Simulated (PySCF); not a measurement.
## Si$_{3}$N$_{2}$H$_{10}$: geometry relaxation (part 1 of 2)

Si$_{3}$N$_{2}$H$_{10}$, SMILES [SiH3]N[SiH2]N[SiH3], computed with PBE0-D3(BJ)/def2-SVP geometry optimisation, gas phase (PySCF 2.14.0).

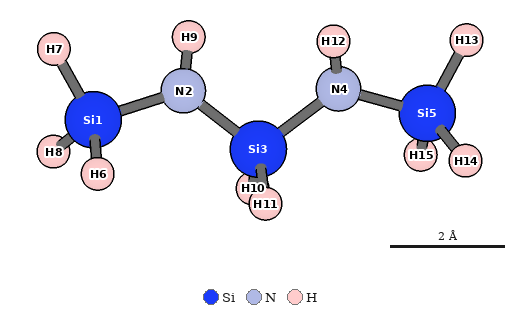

Figure 1. The starting structure (ball-and-stick view, seen at a tilt; atoms are numbered from 1 in the order of the input). Bond lengths as drawn: H–N 1.01 to 1.02 Å, H–Si 1.44 to 1.49 Å and N–Si 1.69 to 1.77 Å.

## Input
```
{"job": {"xc": "PBE0", "basis": "def2-SVP", "d3": "d3bj", "grid": 2, "kind": "geom", "shake": 0.01}, "charge": 0, "multiplicity": 1}
Si    -2.990970    -0.226653    -0.314622
N     -1.400226     0.382977    -0.166993
Si     0.029096    -0.559773    -0.059451
N      1.342462     0.590262     0.248149
Si     3.001998     0.259250     0.315152
H     -3.216878    -1.175698     0.742955
H     -3.861630     0.971761    -0.163679
H     -3.235344    -0.829639    -1.626397
H     -1.252811     1.332547    -0.478870
H      0.396691    -1.253885    -1.282278
H     -0.163735    -1.513838     1.050864
H      1.017466     1.416808     0.749084
H      3.622607     1.588415     0.382091
H      3.350818    -0.532950     1.508134
H      3.349531    -0.474955    -0.889468
```

The first line tells a small driver script what to run in PySCF; the rest is the geometry in Å.

Launched with:
```bash
OMP_NUM_THREADS=1 python <driver script> task.json out
```

## What the program printed
```
step   0  E = -983.21199688  max force = 0.042236
step   1  E = -983.22192350  max force = 0.006136
step   2  E = -983.22266824  max force = 0.002115
step   3  E = -983.22413698  max force = 0.007962
step   4  E = -983.22503549  max force = 0.009617
step   5  E = -983.22568704  max force = 0.004947
step   6  E = -983.22604410  max force = 0.002084
step   7  E = -983.22615273  max force = 0.001884
step   8  E = -983.22625838  max force = 0.001472
step   9  E = -983.22631981  max force = 0.000636
step  10  E = -983.22636791  max force = 0.000921
step  11  E = -983.22640656  max force = 0.001128
step  12  E = -983.22643509  max force = 0.000615
step  13  E = -983.22646532  max force = 0.000704
step  14  E = -983.22650760  max force = 0.001089
step  15  E = -983.22655153  max force = 0.001226
step  16  E = -983.22657759  max force = 0.000596
step  17  E = -983.22658714  max force = 0.000219
optimisation converged
```

## Trajectory as extended XYZ (Å, eV, eV/Å), 18 frames, from step=0 to step=17
```
15
Properties=species:S:1:pos:R:3:forces:R:3 step=0 energy=-26754.56119
Si   -2.9910   -0.2266   -0.3146   -0.4186   1.0871  -0.2495
N    -1.4002    0.3830   -0.1670    0.4829   0.1913   0.1119
Si    0.0291   -0.5598   -0.0595    1.0431   1.1550   0.6643
N     1.3425    0.5903    0.2482   -2.1719  -0.1948  -0.1543
Si    3.0020    0.2592    0.3151    0.2996   0.2842   0.3361
H    -3.2169   -1.1757    0.7430   -0.2671  -0.8170   0.7075
H    -3.8616    0.9718   -0.1637   -0.2981  -0.0457  -0.0042
H    -3.2353   -0.8296   -1.6264   -0.2571  -0.3868  -0.5140
H    -1.2528    1.3325   -0.4789    0.0024   0.2350  -0.2104
H     0.3967   -1.2539   -1.2823    0.1957  -0.5696  -0.6237
H    -0.1637   -1.5138    1.0509   -0.0982  -0.4092   0.1458
H     1.0175    1.4168    0.7491    0.1266  -0.1312   0.0495
H     3.6226    1.5884    0.3821    0.5720   0.3176   0.0178
H     3.3508   -0.5330    1.5081    0.3891  -0.2797   0.3295
H     3.3495   -0.4750   -0.8895    0.3995  -0.4361  -0.6062
15
Properties=species:S:1:pos:R:3:forces:R:3 step=1 energy=-26754.83130
Si   -3.0638   -0.1784   -0.3265   -0.0998  -0.0825  -0.0487
N    -1.4157    0.3681   -0.2119    0.0984   0.2478  -0.0387
Si    0.0511   -0.5507   -0.0486   -0.0324  -0.1792   0.0223
N     1.3335    0.5734    0.2966   -0.2748   0.1256   0.0638
Si    3.0469    0.3027    0.3374    0.3155  -0.0904   0.0002
H    -3.3309   -1.1622    0.7574   -0.0035  -0.0576   0.0827
H    -3.9806    0.9945   -0.1922    0.0551   0.0187   0.0245
H    -3.3878   -0.8529   -1.6268    0.0076   0.0230   0.0068
H    -1.2661    1.3046   -0.5846    0.0074  -0.0570  -0.0836
H     0.4500   -1.3066   -1.2769    0.0741   0.0135  -0.0077
H    -0.1978   -1.5738    1.0207   -0.0268   0.0480  -0.0316
H     1.0271    1.3758    0.8434    0.0009  -0.0338   0.0830
H     3.7524    1.6197    0.4111   -0.0645  -0.0008  -0.0250
H     3.5101   -0.5118    1.5115   -0.0332   0.0290  -0.0258
H     3.4608   -0.4284   -0.8962   -0.0241  -0.0043  -0.0222
15
Properties=species:S:1:pos:R:3:forces:R:3 step=2 energy=-26754.85157
Si   -3.0473   -0.1849   -0.3246   -0.0731   0.0116   0.0372
N    -1.4065    0.3942   -0.2384    0.0233   0.0256  -0.0272
Si    0.0458   -0.5423   -0.0491    0.0165   0.0148  -0.0048
N     1.3192    0.5809    0.3258   -0.0707   0.0259   0.0564
Si    3.0361    0.2940    0.3355    0.1087   0.0122  -0.0458
H    -3.2902   -1.1393    0.7976    0.0154  -0.0039   0.0002
H    -3.9651    0.9880   -0.2115   -0.0047   0.0033   0.0132
H    -3.3747   -0.8974   -1.6026    0.0004   0.0057   0.0032
H    -1.2569    1.3162   -0.6445    0.0051  -0.0651  -0.0733
H     0.4762   -1.2940   -1.2705    0.0595   0.0142   0.0118
H    -0.2287   -1.5616    1.0135   -0.0664   0.0092  -0.0147
H     1.0164    1.3653    0.9007    0.0126  -0.0623   0.0562
H     3.7361    1.6106    0.4290   -0.0044   0.0056  -0.0129
H     3.5082   -0.5511    1.4807   -0.0063   0.0067  -0.0011
H     3.4205   -0.4045   -0.9271   -0.0160  -0.0035   0.0015
15
Properties=species:S:1:pos:R:3:forces:R:3 step=3 energy=-26754.89154
Si   -3.0449   -0.1542   -0.3160    0.1516   0.0952   0.2161
N    -1.3759    0.3661   -0.3377   -0.1007  -0.2986  -0.0420
Si    0.0484   -0.5924   -0.0561    0.0731   0.2369  -0.0417
N     1.2915    0.5269    0.4180    0.2779  -0.1523   0.0561
Si    3.0322    0.3245    0.3341   -0.4094   0.1160  -0.1331
H    -3.2689   -0.9877    0.9125    0.0081   0.0629  -0.1462
H    -3.8852    1.0788   -0.2684   -0.0825  -0.0240  -0.0065
H    -3.4560   -0.9597   -1.5091   -0.0217  -0.0112  -0.0102
H    -1.1953    1.2265   -0.8478   -0.0013   0.0386  -0.0715
H     0.5913   -1.3301   -1.2429    0.0050   0.0296   0.0315
H    -0.3237   -1.6075    0.9729   -0.0934  -0.0503   0.0301
H     0.9722    1.2325    1.0791    0.0197  -0.0258   0.0253
H     3.6416    1.6754    0.5005    0.0914   0.0141   0.0105
H     3.5918   -0.5826    1.3817    0.0534  -0.0250   0.0435
H     3.3702   -0.2423   -1.0063    0.0288  -0.0060   0.0381
15
Properties=species:S:1:pos:R:3:forces:R:3 step=4 energy=-26754.91598
Si   -3.0324   -0.1207   -0.3061    0.2079   0.1276   0.1703
N    -1.3474    0.3317   -0.4344   -0.1159  -0.3124  -0.1076
Si    0.0534   -0.6273   -0.0579    0.0384   0.2485  -0.0136
N     1.2699    0.4750    0.5107    0.3569  -0.2068   0.0813
Si    3.0138    0.3575    0.3291   -0.4945   0.1214  -0.0628
H    -3.2299   -0.8357    0.9974   -0.0038   0.0388  -0.1266
H    -3.8289    1.1424   -0.3305   -0.0795  -0.0275  -0.0055
H    -3.5232   -1.0085   -1.4063   -0.0264  -0.0120  -0.0182
H    -1.1478    1.1248   -1.0393   -0.0394   0.0420  -0.0072
H     0.6958   -1.3506   -1.2019   -0.0390   0.0265   0.0039
H    -0.4206   -1.6435    0.9281   -0.0346  -0.0297   0.0379
H     0.9475    1.0989    1.2485    0.0385   0.0072  -0.0250
H     3.5741    1.7193    0.5688    0.0949   0.0047   0.0083
H     3.6640   -0.6000    1.2746    0.0597  -0.0197   0.0360
H     3.3009   -0.0891   -1.0666    0.0368  -0.0086   0.0289
15
Properties=species:S:1:pos:R:3:forces:R:3 step=5 energy=-26754.93371
Si   -3.0243   -0.0998   -0.3020    0.0992   0.0744   0.0624
N    -1.3373    0.3054   -0.4977   -0.0293  -0.1739  -0.1319
Si    0.0545   -0.6375   -0.0568    0.0032   0.1339   0.0008
N     1.2683    0.4355    0.5699    0.1853  -0.1509   0.0989
Si    3.0013    0.3785    0.3291   -0.2544   0.0537  -0.0199
H    -3.2016   -0.7509    1.0313   -0.0047   0.0028  -0.0348
H    -3.8139    1.1675   -0.3638   -0.0317  -0.0116   0.0001
H    -3.5654   -1.0288   -1.3449   -0.0093   0.0003  -0.0137
H    -1.1382    1.0590   -1.1529   -0.0424   0.0243   0.0311
H     0.7387   -1.3533   -1.1786   -0.0401   0.0169  -0.0214
H    -0.4746   -1.6530    0.9049    0.0197   0.0087   0.0327
H     0.9547    1.0143    1.3467    0.0236   0.0302  -0.0267
H     3.5515    1.7394    0.6060    0.0389  -0.0013   0.0007
H     3.7143   -0.5973    1.2128    0.0221   0.0002   0.0161
H     3.2614   -0.0047   -1.0896    0.0198  -0.0077   0.0055
15
Properties=species:S:1:pos:R:3:forces:R:3 step=6 energy=-26754.94343
Si   -3.0192   -0.0868   -0.3030   -0.0305  -0.0019  -0.0013
N    -1.3331    0.2774   -0.5445    0.0353  -0.0197  -0.1071
Si    0.0579   -0.6399   -0.0538   -0.0416   0.0076   0.0139
N     1.2714    0.4059    0.6165   -0.0218  -0.0608   0.0823
Si    2.9892    0.3916    0.3305    0.0576   0.0120  -0.0116
H    -3.1837   -0.7083    1.0422   -0.0001  -0.0157   0.0300
H    -3.8042    1.1835   -0.3771    0.0120   0.0045   0.0050
H    -3.5988   -1.0289   -1.3149    0.0063   0.0102  -0.0054
H    -1.1419    1.0111   -1.2244   -0.0100   0.0108   0.0305
H     0.7570   -1.3481   -1.1692   -0.0090   0.0103  -0.0169
H    -0.4913   -1.6518    0.9017    0.0283   0.0221   0.0138
H     0.9684    0.9632    1.4126   -0.0023   0.0161  -0.0233
H     3.5389    1.7523    0.6174   -0.0093  -0.0003  -0.0061
H     3.7486   -0.5835    1.1793   -0.0111   0.0096   0.0011
H     3.2302    0.0364   -1.0988   -0.0038  -0.0047  -0.0050
15
Properties=species:S:1:pos:R:3:forces:R:3 step=7 energy=-26754.94639
Si   -3.0139   -0.0751   -0.3018   -0.0538  -0.0092  -0.0064
N    -1.3267    0.2570   -0.5757    0.0250   0.0054  -0.0649
Si    0.0568   -0.6552   -0.0572   -0.0041  -0.0160  -0.0022
N     1.2702    0.3746    0.6374   -0.0530  -0.0188   0.0675
Si    2.9832    0.4035    0.3341    0.0969  -0.0044  -0.0205
H    -3.1668   -0.6873    1.0495    0.0047  -0.0108   0.0214
H    -3.7801    1.2072   -0.3696    0.0131   0.0058   0.0076
H    -3.6265   -1.0107   -1.3002    0.0074   0.0085  -0.0012
H    -1.1355    0.9818   -1.2647    0.0056   0.0035   0.0239
H     0.7649   -1.3598   -1.1687   -0.0020   0.0004  -0.0098
H    -0.5038   -1.6609    0.8973    0.0145   0.0151   0.0042
H     0.9657    0.9218    1.4397   -0.0138   0.0159  -0.0076
H     3.5082    1.7742    0.6212   -0.0179   0.0007  -0.0074
H     3.7737   -0.5564    1.1720   -0.0148   0.0081  -0.0001
H     3.2199    0.0596   -1.0988   -0.0077  -0.0044  -0.0044
15
Properties=species:S:1:pos:R:3:forces:R:3 step=8 energy=-26754.94926
Si   -3.0046   -0.0582   -0.3033   -0.0254  -0.0096   0.0028
N    -1.3136    0.2213   -0.6123   -0.0131   0.0156  -0.0170
Si    0.0613   -0.6822   -0.0575   -0.0035  -0.0126   0.0085
N     1.2632    0.3372    0.6718   -0.0321   0.0030   0.0123
Si    2.9684    0.4199    0.3355    0.0757   0.0095  -0.0044
H    -3.1467   -0.6708    1.0503    0.0047  -0.0040   0.0013
H    -3.7322    1.2475   -0.3502    0.0065   0.0025   0.0086
H    -3.6647   -0.9693   -1.2934    0.0032   0.0050   0.0002
H    -1.1162    0.9390   -1.3062    0.0203   0.0048   0.0032
H     0.7883   -1.3792   -1.1615    0.0029  -0.0053   0.0064
H    -0.5129   -1.6814    0.8938   -0.0031  -0.0068  -0.0070
H     0.9527    0.8760    1.4775   -0.0120  -0.0033  -0.0088
H     3.4552    1.8086    0.6035   -0.0079   0.0023  -0.0085
H     3.8023   -0.5081    1.1662   -0.0075   0.0029   0.0004
H     3.1886    0.0738   -1.0998   -0.0089  -0.0038   0.0020
15
Properties=species:S:1:pos:R:3:forces:R:3 step=9 energy=-26754.95093
Si   -2.9970   -0.0458   -0.3018    0.0048   0.0056   0.0025
N    -1.3046    0.2013   -0.6338   -0.0327   0.0011   0.0201
Si    0.0609   -0.7065   -0.0622    0.0285   0.0126  -0.0030
N     1.2585    0.3080    0.6821    0.0059   0.0130  -0.0118
Si    2.9616    0.4319    0.3389   -0.0015  -0.0019  -0.0047
H    -3.1286   -0.6786    1.0443    0.0033   0.0002  -0.0118
H    -3.6949    1.2769   -0.3130   -0.0052  -0.0005   0.0078
H    -3.6913   -0.9243   -1.2972   -0.0027   0.0024  -0.0010
H    -1.0988    0.9215   -1.3225    0.0175  -0.0044  -0.0030
H     0.7960   -1.4027   -1.1610    0.0030  -0.0120   0.0105
H    -0.5243   -1.7009    0.8867   -0.0093  -0.0122  -0.0120
H     0.9375    0.8484    1.4823   -0.0108  -0.0038   0.0066
H     3.4112    1.8379    0.5803    0.0002   0.0018  -0.0064
H     3.8199   -0.4601    1.1829    0.0009   0.0024   0.0039
H     3.1831    0.0671   -1.0915   -0.0019  -0.0044   0.0021
```
